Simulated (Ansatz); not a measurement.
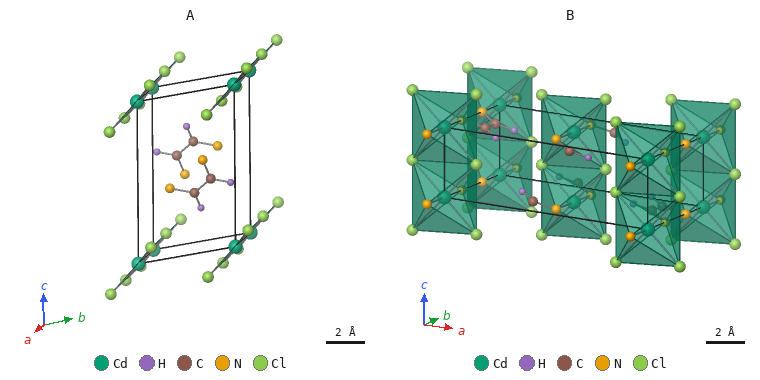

Two structures of CdH4C4N2Cl2, each relaxed to rest (conventional cells in solid outline, small ones repeated, not to one scale). Method: DFT PBE+D3(BJ), scalar-relativistic, plane waves, PAW (Ansatz 0.2.0), without spin polarisation.

> State the structure in each panel.

A: 13 atoms a cell on a primitive triclinic lattice, P-1. B: 26 atoms a cell on a base-centred monoclinic lattice, C2/m.

> A or B: which is lower in energy?

B is lower, by 99 meV/atom at this level of theory (energies at zero smearing). Volumes: A 14.2, B 12.9 Å³/atom.
